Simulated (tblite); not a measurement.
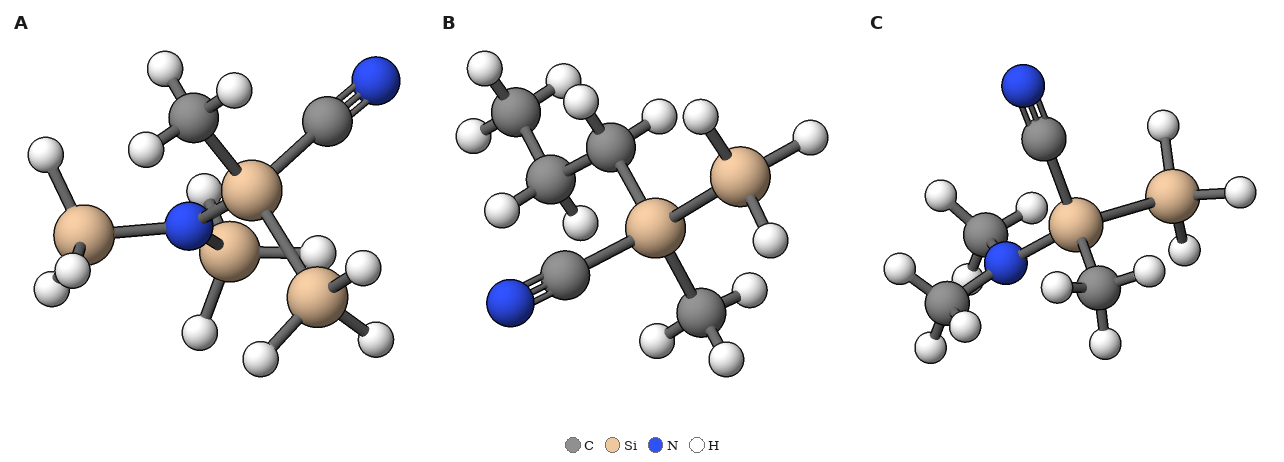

Source: calculation with tblite.

```xyz
21
charge 0, multiplicity 1
C     3.1293   -0.4610    0.2059
C     1.6700   -0.7336   -0.1391
C     0.7719    0.4438    0.2376
Si   -1.0754    0.1971   -0.2040
C    -1.7211   -1.4347    0.5494
Si   -2.3961    2.0537    0.2532
C    -1.0577   -0.1235   -2.0554
N    -1.0578   -0.2903   -3.1899
H     3.2418   -0.2811    1.2736
H     3.7533   -1.3092   -0.0664
H     3.4898    0.4154   -0.3287
H     1.5818   -0.9293   -1.2102
H     1.3390   -1.6296    0.3901
H     0.8661    0.6314    1.3102
H     1.1442    1.3412   -0.2627
H    -2.7659   -1.5953    0.2977
H    -1.1636   -2.2964    0.1913
H    -1.6448   -1.4174    1.6337
H    -3.7861    1.8263   -0.1439
H    -1.9267    3.2589   -0.4322
H    -2.4011    2.3505    1.6893
```

Which panel shows the molecule in this file?

B. The file holds C5H13NSi2, `CCC[Si@@](C)([SiH3])C#N`.
